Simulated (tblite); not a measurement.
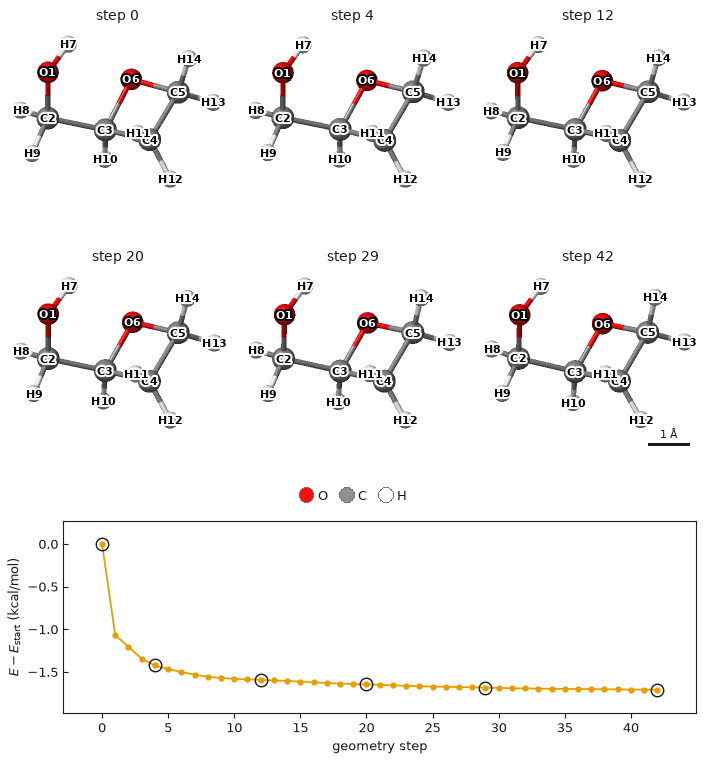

Frames of a relaxation of C4H8O2, marked on the history of the run. The picture is a ball-and-stick view, seen at a tilt.

Theory: GFN2-xTB geometry optimisation, gas phase (tblite). 

> What happens along the run?

The energy falls by 1.71 kcal/mol in 42 geometry steps. The largest move after the best rigid fit is that of H7, 0.12 Å. Largest moves by element: H 0.12 Å, O 0.11 Å, C 0.03 Å. Among the contacts that change: C3–O6 1.463 → 1.438 Å, C5–O6 1.455 → 1.431 Å, C4–C5 1.507 → 1.530 Å, C2–H8 1.079 → 1.100 Å. Bond angles that change, for instance: C3–C4–H11 115.7° → 113.0°, C3–O6–C5 89.8° → 92.2°, C3–C2–H8 111.2° → 109.0°. From step 0 to 4: O6 moves most (0.03 Å), energy −1.42 kcal/mol. From step 4 to 12: H7 moves most (0.03 Å), energy −0.17 kcal/mol. From step 12 to 20: O6 moves most (0.03 Å), energy −0.05 kcal/mol. From step 20 to 29: O1 moves most (0.04 Å), energy −0.04 kcal/mol. From step 29 to 42: H7 moves most (0.03 Å), energy −0.02 kcal/mol.
